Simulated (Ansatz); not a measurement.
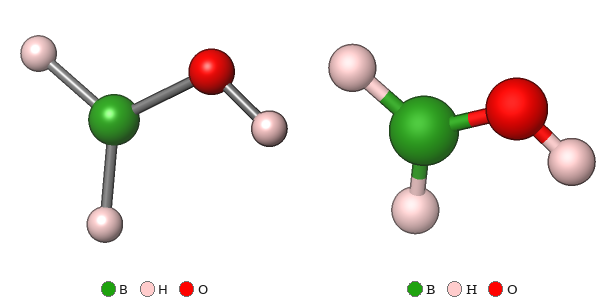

The same structure drawn twice, from different directions.

What does the picture show?

The molecule is BH₃O. This geometry has Cs symmetry. All atoms lie on one plane. Coordination: 1 B trigonal planar; 1 O bent.

More results for the same structure follow; atom numbers are the same in all pictures, views and colours differ. The geometry was computed by an optimisation with PBE0-D4/def2-TZVP.

### Electronic properties

Level of theory: RKS PBE0-D4/def2-TZVP (Ansatz 0.2.0).

Estimate the harmonic zero-point energy.

Answer. 93.0 kJ/mol.

Estimate the dipole moment.

Answer. 1.61 D.

### Vibrations

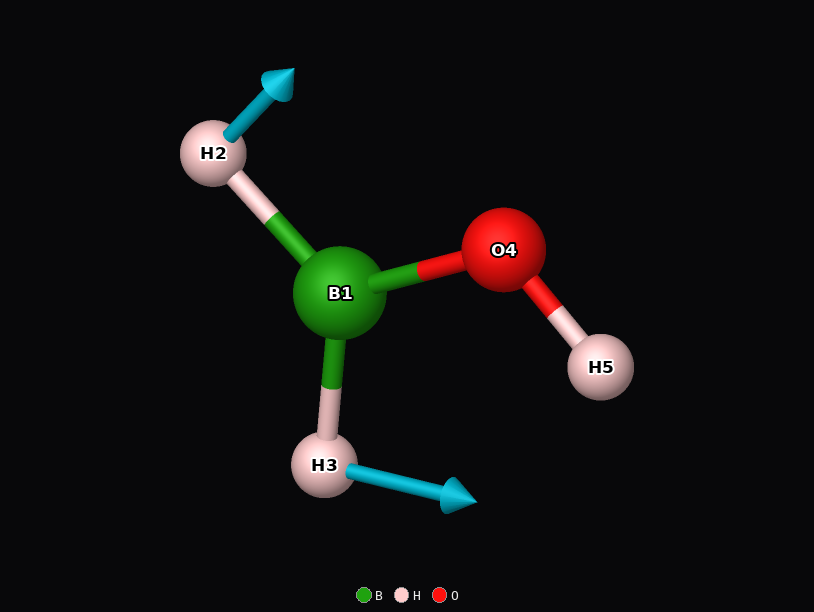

The arrows show one normal mode. Harmonic vibrations computed with RKS PBE0-D4/def2-TZVP (Ansatz 0.2.0) at a stationary point of the same level.

Estimate its harmonic wavenumber.

Answer. 1183 cm⁻¹; it is mode 5 of 9 counted from the lowest.

### Thermal motion

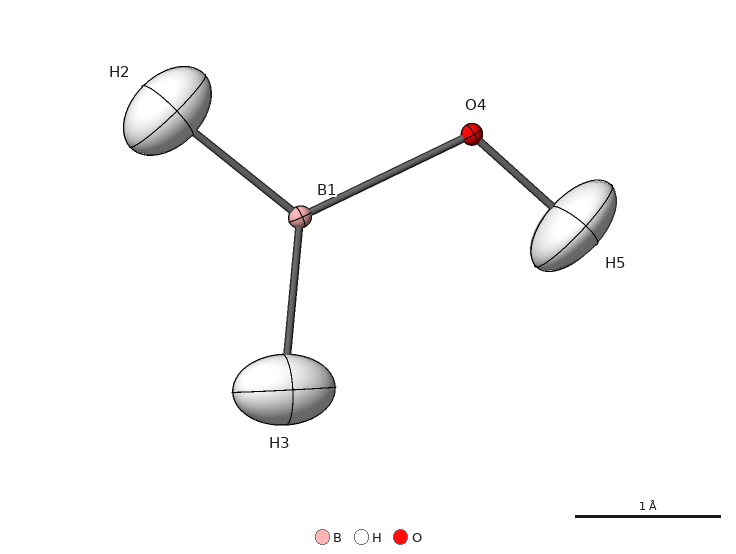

Displacement ellipsoids at the 50 % level, enlarged 2 times, from the internal vibrations of the free molecule (harmonic, no overall translation or rotation; no half-axis is drawn under 0.075 Å). Vibrations computed with RKS PBE0-D4/def2-TZVP (Ansatz 0.2.0). Temperature: 400 K.

Which atom has the largest mean-square displacement?

Answer. H5, with U_eq = 0.0121 Å².

Does H5 move more along its bond or across it?

Answer. Across it: the root-mean-square amplitude is 0.065 Å along the bond and up to 0.129 Å across, since bending and torsion are softer than stretching.

List U_eq and the three principal root-mean-square amplitudes for each kind of atom.

```csv
atom,U_eq (Å²),rms amplitudes (Å)
B1,0.00051,"0.020, 0.021, 0.027"
H2,0.0098,"0.078, 0.097, 0.117"
H3,0.0094,"0.079, 0.091, 0.117"
O4,0.00021,"0.011, 0.011, 0.020"
H5,0.0121,"0.065, 0.125, 0.129"
```
